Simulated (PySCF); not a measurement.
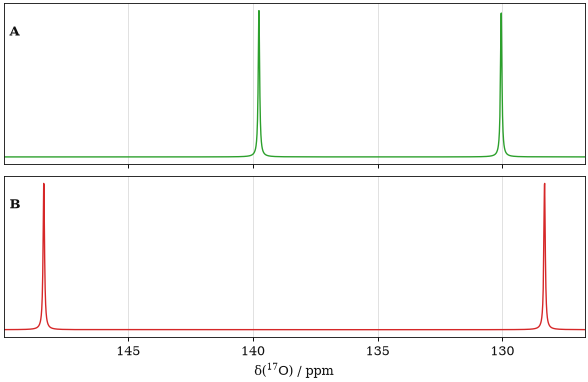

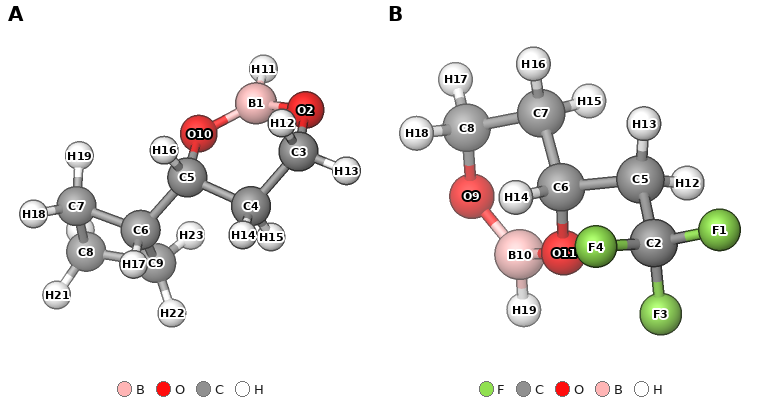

Related molecules: A is C₇H₁₃BO₂, SMILES B1OCC[C@H](C2CCC2)O1; B is C₅H₈BF₃O₂, SMILES FC(F)(F)C[C@H]1CCOBO1. GIAO ¹⁷O shifts against H₂O (¹⁷O: a single water molecule, while the usual scale starts at liquid water and gives values some tens of ppm lower), PBE0/pcSseg-1 with PySCF, at a GFN2-xTB geometry (no frequency check); fully decoupled, line heights follow the number of nuclei within a panel, widths are arbitrary (no quadrupolar broadening); values of one conformer, averaged over methyl-type rotors and exact or near symmetry; other conformers aren't averaged in.

**Assign the ¹⁷O signals of each molecule.**

A: 139.8 (O10); 130.0 (O2)
B: 148.4 (O11); 128.3 (O9)

Caveats, for all or some of the runs: the tight-binding geometry is rougher than a DFT one and adds to the error.
